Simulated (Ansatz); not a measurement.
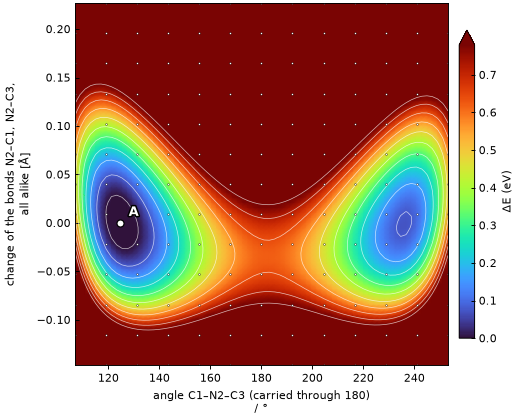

C2H3Cl2N, SMILES CN=C(Cl)Cl. The first coordinate is: angle C1–N2–C3 (carried through 180); the second: change of the bonds N2–C1, N2–C3, all alike. Nothing is relaxed (all other coordinates rigid). The grid has 13 × 13 points. Points are written as (first, second). Energies are in eV, from the lowest grid point. Computed with Ansatz, RKS PBE0-D4/def2-SVP.

Drawn: a smooth colour map with a few white contour lines, dots at the grid points, one colour for all values above the top of the scale, the well A. Between grid points the surface is interpolated.

Where is the minimum, and how stiff is the well along each coordinate? Take the well at A.

Answer. The interpolated minimum is at the first coordinate ≈ 124.7°, the second coordinate ≈ 0.000 Å. The curvatures there are about 8.3 eV/rad² and 121 eV/Å², with a cross term of about 9.5 eV/(rad·Å). Round the minimum the valley is somewhat tilted: raising the first coordinate shifts the best value of the second coordinate downwards (coupling k₁₂/√(k₁₁k₂₂) about 0.3).
